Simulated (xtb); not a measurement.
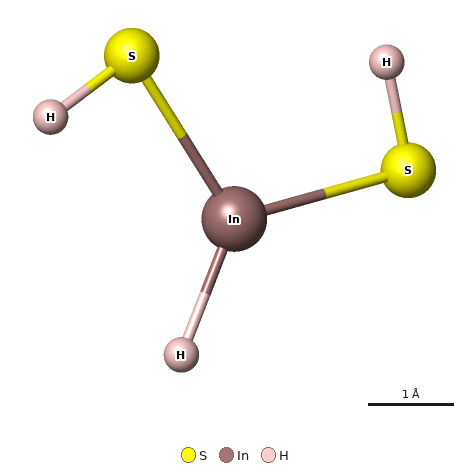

Figure 1. The structure as given in the input (ball-and-stick view, seen at a tilt). Sticks mark near contacts. Bond lengths as drawn: H–In 1.74 Å, H–S 1.32 to 1.33 Å and In–S 2.41 to 2.42 Å.

**Geometry relaxation, with input and output: InH3S2 (part 1 of 4)**

- system: InH3S2, SMILES [SH][InH][SH]
- method: GFN1-xTB (xtb 6.7.1)

The geometry comes from this level: GFN2-xTB.

### Input file (input.xyz)
```
6
start
S     -1.82724000    -0.45189000     0.16779000
In     0.42619000     0.14148000    -0.48886000
S      1.91305000     0.45149000     1.38129000
H     -2.25659000    -0.57836000    -1.07885000
H      0.84395000     0.30599000    -2.16585000
H      0.90064000     0.13130000     2.18448000
```

### File .CHRG
```
0
```

### File .UHF
```
0
```

Run as:
```bash
xtb --ohess vtight --gfn 1 --parallel 1 -- input.xyz | tee out.txt
```

### What the program printed
```
* xtb version 6.7.1
   ID    Z sym.   atoms
    1   16 S      1, 3
    2   49 In     2
    3    1 H      4-6

           -------------------------------------------------
          |                Calculation Setup                |
           -------------------------------------------------

          program call               : xtb --ohess vtight --gfn 1 --parallel 1 -- input.xyz
          coordinate file            : input.xyz
          omp threads                :                     1

           -------------------------------------------------
          |                 G F N 1 - x T B                 |
           -------------------------------------------------

      * Hamiltonian:
        H0-scaling (s, p, d)           1.850000    2.250000    2.000000
        zeta-weighting                 0.000000
      * Dispersion:
        s8                             2.400000
        a1                             0.630000
        a2                             5.000000
        s9                             0.000000
      * Repulsion:
        kExp                           1.500000
        rExp                           1.000000
      * Coulomb:
        alpha                          2.000000
        third order                    atomic
        anisotropic                    false
      * Halogen bond correction:
        rad-scale                      1.300000
        damping                        0.440000

          ...................................................
          :                      SETUP                      :
          :.................................................:
          :  # basis functions                  36          :
          :  # atomic orbitals                  33          :
          :  # shells                           15          :
          :  # electrons                        18          :
          :  # halogen bonds                     0          :
          :  max. iterations                   250          :
          :  Hamiltonian                  GFN1-xTB          :
          :  restarted?                      false          :
          :  GBSA solvation                  false          :
          :  PC potential                    false          :
          :  electronic temp.          300.0000000     K    :
          :  accuracy                    1.0000000          :
          :  -> integral cutoff          0.2500000E+02      :
          :  -> integral neglect         0.1000000E-07      :
          :  -> SCF convergence          0.1000000E-05 Eh   :
          :  -> wf. convergence          0.2000000E-04 e    :
          :  Broyden damping             0.4000000          :
          :  net charge                          0          :
          :  unpaired electrons                  0          :
          ...................................................

 iter      E             dE          RMSdq      gap      omega  full diag
   1    -10.5960517 -0.105961E+02  0.213E+00    4.26       0.0  T
   2    -10.6169065 -0.208547E-01  0.151E+00    4.85       1.0  T
   3    -10.6175224 -0.615951E-03  0.917E-01    4.77       1.0  T
   4    -10.6175276 -0.514920E-05  0.227E-02    4.76       1.8  T
   5    -10.6175288 -0.123917E-05  0.653E-03    4.76       6.3  T
   6    -10.6175290 -0.146051E-06  0.126E-03    4.76      32.3  T
   7    -10.6175290 -0.459012E-08  0.174E-04    4.76     234.8  T
   8    -10.6175290 -0.615472E-10  0.338E-05    4.76    1206.8  T

   *** convergence criteria satisfied after 8 iterations ***

         #    Occupation            Energy/Eh            Energy/eV
      -------------------------------------------------------------
         1        2.0000           -0.8313732             -22.6228
       ...           ...                  ...                  ...
         3        2.0000           -0.6434743             -17.5098
         4        2.0000           -0.5059630             -13.7680
         5        2.0000           -0.4978296             -13.5466
         6        2.0000           -0.4259559             -11.5909
         7        2.0000           -0.4095589             -11.1447
         8        2.0000           -0.3999235             -10.8825
         9        2.0000           -0.3902667             -10.6197 (HOMO)
        10                         -0.2153828              -5.8609 (LUMO)
        11                         -0.1410619              -3.8385
        12                         -0.1347550              -3.6669
        13                         -0.1271256              -3.4593
        14                         -0.1035841              -2.8187
       ...                                ...                  ...
        33                          0.7673871              20.8817
      -------------------------------------------------------------
                  HL-Gap            0.1748839 Eh            4.7588 eV
             Fermi-level           -0.3028247 Eh           -8.2403 eV

 SCC (total)                   0 d,  0 h,  0 min,  0.006 sec
 SCC setup                      ...        0 min,  0.000 sec (  1.106%)
 Dispersion                     ...        0 min,  0.000 sec (  0.377%)
 classical contributions        ...        0 min,  0.000 sec (  0.201%)
 integral evaluation            ...        0 min,  0.002 sec ( 26.525%)
 iterations                     ...        0 min,  0.002 sec ( 30.192%)
 molecular gradient             ...        0 min,  0.002 sec ( 39.901%)
 printout                       ...        0 min,  0.000 sec (  1.587%)

         :::::::::::::::::::::::::::::::::::::::::::::::::::::
         ::                     SUMMARY                     ::
         :::::::::::::::::::::::::::::::::::::::::::::::::::::
         :: total energy             -10.581056011062 Eh    ::
         :: gradient norm              0.010528724559 Eh/a0 ::
         :: HOMO-LUMO gap              4.758834331097 eV    ::
         ::.................................................::
         :: SCC energy               -10.617528956405 Eh    ::
         :: -> electrostatic           0.014426641865 Eh    ::
         :: repulsion energy           0.038491845793 Eh    ::
         :: dispersion energy         -0.002018900451 Eh    ::
         :: halogen bond corr.         0.000000000000 Eh    ::
         :: add. restraining           0.000000000000 Eh    ::
         :: total charge              -0.000000000000 e     ::
         :::::::::::::::::::::::::::::::::::::::::::::::::::::

      -----------------------------------------------------------
     |                   =====================                   |
     |                        A N C O P T                        |
     |                   =====================                   |
     |               Approximate Normal Coordinate               |
     |                Rational Function Optimizer                |
      -----------------------------------------------------------
      -----------------------------------------------------------
     |                   =====================                   |
     |                        A N C O P T                        |
     |                   =====================                   |
     |               Approximate Normal Coordinate               |
     |                Rational Function Optimizer                |
      -----------------------------------------------------------

          ...................................................
          :                      SETUP                      :
          :.................................................:
          :   optimization level         verytight          :
          :   max. optcycles                   200          :
          :   ANC micro-cycles                  20          :
          :   degrees of freedom                12          :
          :.................................................:
          :   RF solver                   davidson          :
          :   write xtbopt.log                true          :
          :   linear?                        false          :
          :   energy convergence         0.1000000E-06 Eh   :
          :   grad. convergence          0.2000000E-03 Eh/α :
          :   maxmium RF displ.          1.0000000          :
          :   Hlow (freq-cutoff)         0.1000000E-01      :
          :   Hmax (freq-cutoff)         5.0000000          :
          :   S6 in model hess.         20.0000000          :
          ...................................................

generating ANC from exact Hessian ...
Using Lindh-Hessian (1995)
 Shifting diagonal of input Hessian by    1.0766752167102916E-002
 Lowest  eigenvalues of input Hessian
    0.010000    0.010422    0.000000    0.000000    0.000000    0.000000
    0.000000    0.000000    0.011098    0.011339    0.011497    0.011772
    0.015098    0.050958    0.089222    0.168542    0.833723    0.855508
 Highest eigenvalues
    0.015098    0.050958    0.089222    0.168542    0.833723    0.855508

........................................................................
.............................. CYCLE    1 ..............................
........................................................................

 iter      E             dE          RMSdq      gap      omega  full diag
   1    -10.6175290 -0.106175E+02  0.428E-06    4.76       0.0  T
   2    -10.6175290 -0.444089E-13  0.107E-06    4.76   38239.0  T
   3    -10.6175290 -0.888178E-14  0.531E-07    4.76   76861.4  T
     SCC iter.                  ...        0 min,  0.001 sec
     gradient                   ...        0 min,  0.002 sec
 * total energy  :   -10.5810560 Eh     change       -0.1016076E-11 Eh
   gradient norm :     0.0105072 Eh/α   predicted     0.0000000E+00 (-100.00%)
   displ. norm   :     0.4701736 α      lambda       -0.3626216E-02
   maximum displ.:     0.4540183 α      in ANC's #6, #5, #3, ...

........................................................................
.............................. CYCLE    2 ..............................
........................................................................

 iter      E             dE          RMSdq      gap      omega  full diag
   1    -10.6158177 -0.106158E+02  0.214E-01    4.82       0.0  T
   2    -10.6160945 -0.276774E-03  0.584E-02    4.75       1.0  T
   3    -10.6161045 -0.996649E-05  0.206E-02    4.76       2.0  T
   4    -10.6161049 -0.434922E-06  0.604E-03    4.75       6.8  T
   5    -10.6161049 -0.983928E-08  0.292E-03    4.75      14.0  T
   6    -10.6161049 -0.593577E-08  0.308E-04    4.75     132.6  T
   7    -10.6161049 -0.152699E-09  0.113E-05    4.75    3599.7  T
   8    -10.6161049 -0.561329E-12  0.615E-07    4.75   66422.2  T
     SCC iter.                  ...        0 min,  0.001 sec
     gradient                   ...        0 min,  0.002 sec
 * total energy  :   -10.5812234 Eh     change       -0.1673782E-03 Eh
   gradient norm :     0.0154606 Eh/α   predicted    -0.2213920E-02 (1222.70%)
   displ. norm   :     0.2357769 α      lambda       -0.2168570E-02
   maximum displ.:     0.1827516 α      in ANC's #6, #5, #7, ...

........................................................................
.............................. CYCLE    3 ..............................
........................................................................

 iter      E             dE          RMSdq      gap      omega  full diag
   1    -10.6182748 -0.106183E+02  0.102E-01    4.74       0.0  T
   2    -10.6183453 -0.705444E-04  0.326E-02    4.78       1.3  T
   3    -10.6183475 -0.212952E-05  0.113E-02    4.77       3.6  T
   4    -10.6183476 -0.133423E-06  0.270E-03    4.77      15.1  T
   5    -10.6183476 -0.122799E-08  0.520E-04    4.77      78.6  T
   6    -10.6183476 -0.353717E-09  0.155E-04    4.77     263.2  T
   7    -10.6183476 -0.532960E-10  0.180E-06    4.77   22692.2  T
     SCC iter.                  ...        0 min,  0.001 sec
     gradient                   ...        0 min,  0.002 sec
 * total energy  :   -10.5822426 Eh     change       -0.1019235E-02 Eh
   gradient norm :     0.0056775 Eh/α   predicted    -0.1144557E-02 (  12.30%)
   displ. norm   :     0.1215473 α      lambda       -0.3491282E-03
   maximum displ.:     0.0811377 α      in ANC's #7, #5, #6, ...

........................................................................
.............................. CYCLE    4 ..............................
........................................................................

 iter      E             dE          RMSdq      gap      omega  full diag
   1    -10.6184592 -0.106185E+02  0.475E-02    4.71       0.0  T
   2    -10.6184778 -0.185335E-04  0.281E-02    4.70       1.5  T
   3    -10.6184793 -0.157199E-05  0.133E-02    4.71       3.1  T
   4    -10.6184794 -0.430932E-07  0.162E-03    4.71      25.2  T
   5    -10.6184794 -0.239129E-08  0.892E-05    4.71     457.6  T
   6    -10.6184794 -0.185505E-10  0.115E-05    4.71    3545.0  T
     SCC iter.                  ...        0 min,  0.001 sec
     gradient                   ...        0 min,  0.002 sec
 * total energy  :   -10.5821212 Eh     change        0.1214092E-03 Eh
   gradient norm :     0.0085822 Eh/α   predicted    -0.1771430E-03 (-245.91%)
   displ. norm   :     0.0620827 α      lambda       -0.3851025E-03
   maximum displ.:     0.0366210 α      in ANC's #6, #7, #9, ...

........................................................................
.............................. CYCLE    5 ..............................
........................................................................

 iter      E             dE          RMSdq      gap      omega  full diag
   1    -10.6188324 -0.106188E+02  0.618E-02    4.77       0.0  T
   2    -10.6188646 -0.322085E-04  0.293E-02    4.76       1.4  T
   3    -10.6188671 -0.254661E-05  0.108E-02    4.76       3.8  T
   4    -10.6188672 -0.488454E-07  0.148E-03    4.76      27.6  T
   5    -10.6188672 -0.250954E-08  0.106E-04    4.76     383.4  T
   6    -10.6188672 -0.303828E-10  0.200E-05    4.76    2044.0  T
     SCC iter.                  ...        0 min,  0.001 sec
     gradient                   ...        0 min,  0.002 sec
 * total energy  :   -10.5823130 Eh     change       -0.1917365E-03 Eh
   gradient norm :     0.0016738 Eh/α   predicted    -0.1932919E-03 (   0.81%)
   displ. norm   :     0.0724944 α      lambda       -0.4026218E-04
   maximum displ.:     0.0614640 α      in ANC's #7, #5, #6, ...

........................................................................
.............................. CYCLE    6 ..............................
........................................................................
```
